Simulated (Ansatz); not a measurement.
InAs (zinc blende), conventional cell a = b = c = 6.186 Å, α = β = γ = 90.00°. The calculation uses the primitive cell of 2 atoms, to which meshes and values per cell refer.

Grid over V/V₀ and (c/a)/(c/a)₀, subscript 0 meaning the relaxed cell; the conventional c axis lies along z; no internal relaxation.

These are PBE (plane waves to 420 eV, PAW, scalar-relativistic; Ansatz, a first-principles code) values and carry that method's errors. k mesh 9×9×9 (Γ-centred), Fermi-Dirac smearing 0.05 eV. E stands for the smeared free energy. Compression counts positive. With partly filled bands, the response to shear is sensitive to the k mesh, so small differences along c/a are uncertain. At this level the bands of InAs touch or barely overlap; measurements give the solid a gap. InAs was relaxed with its symmetry unable to fall. ΔE is measured from the relaxed starting cell.

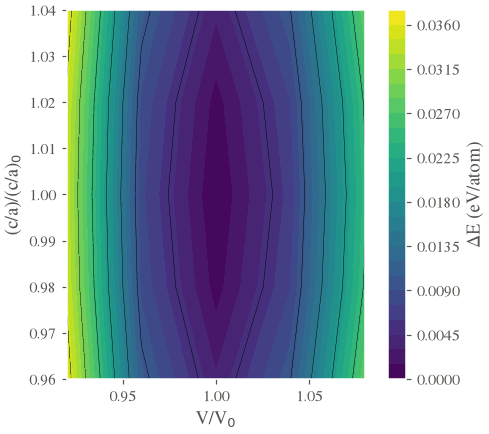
Figure: ΔE (eV/atom) over the 5×5 grid of computed points.

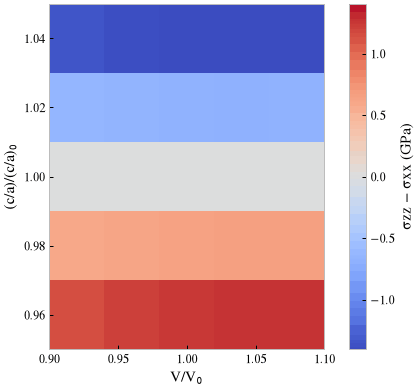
σzz − σxx (GPa) over the 5×5 grid of computed points.

The shear modulus C′ = (C11 − C12)/2 (fit, atoms clamped) is 16 GPa. Lowest place on the grid: V/V₀ = 1.000, (c/a)/(c/a)₀ = 1.000 (0 meV/atom). Highest place on the grid: V/V₀ = 0.920, (c/a)/(c/a)₀ = 1.040 (37 meV/atom).

Near the relaxed cell σzz − σxx = −2Cδ (compression positive), C being this modulus and δ the logarithm of the ratio.

(Under strain, the slope of the energy per volume gives the stress and its curvature an elastic modulus.)
